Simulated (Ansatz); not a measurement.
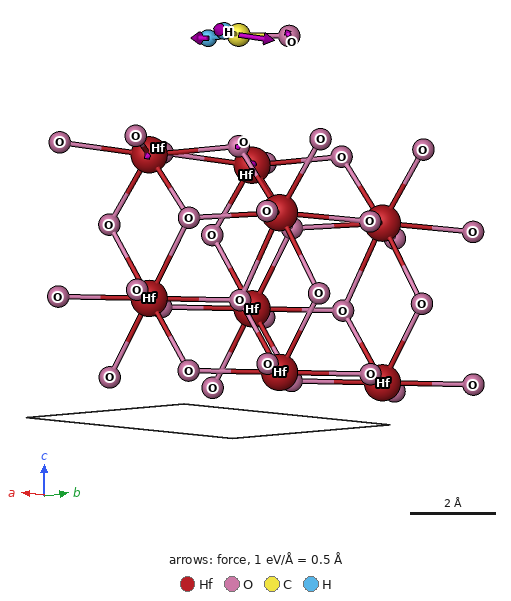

Starting geometry of a slab of composition Hf8H2CO17 (cut from the Fm-3m phase) with the computed forces as purple arrows. Style: ball-and-stick. Shown: the cell of the calculation, outlined in the plane, without the vacuum (origin shifted), from a free direction.

Case: 1 CH2O a cell, flat, over a top O site. The slab is the (1 1 0) face of HfO2 with CH2O on it. 12 atoms are held fixed.

Level of theory: DFT PBE+D3(BJ), scalar-relativistic, plane waves, PAW (Ansatz). Settings: plane-wave cutoff 420 eV; k-point mesh 2 × 3 × 1; occupations gaussian; smearing width 0.05 eV; no spin polarisation; dipole correction; atoms relaxed in a fixed cell; force threshold 0.04 eV/Å; at most 100 steps.

> Is this structure relaxed? If not, where do the atoms go?

It isn't relaxed: the largest force vector, on the C atom, is 1.78 eV/Å. The final displacements have little in common with the starting forces (cosine between the two patterns −0.08). Over 31 accepted moves (36 points after the start) the energy falls by 0.816 eV per cell of the calculation. Largest force component: 1.4 eV/Å at the start, 0.035 eV/Å at the end. The line search rejected the trial steps at points 1, 9, 19, 26, 32 of the run. The atom that moves furthest is an H atom (3.33 Å at 76° to the normal (+c side)). By element the largest moves are H 3.33 Å, O 2.76 Å, C 2.60 Å, Hf 0.05 Å. The cell doesn't change. Near-neighbour distances that change, for instance: C–Hf 5.138 → 3.134 Å, Hf–O 4.343 → 2.372 Å, Hf–O 2.184 → 2.278 Å, Hf–O 2.184 → 2.115 Å. New bonds form, among them: Hf–O (4.34 → 2.37 Å). Bond angles that change, for instance: O–Hf–O 166.9° → 169.7°, O–Hf–O 116.2° → 113.6°, O–Hf–O 166.9° → 169.0°. The run took 12 min on 4 threads of Intel(R) Xeon(R) 6975P-C (Granite Rapids), with other jobs on the host, peak memory 2.6 GiB.

Limits of the set-up: the periodic images lie only 5.1 Å apart, so the values are limited by the cell's size.
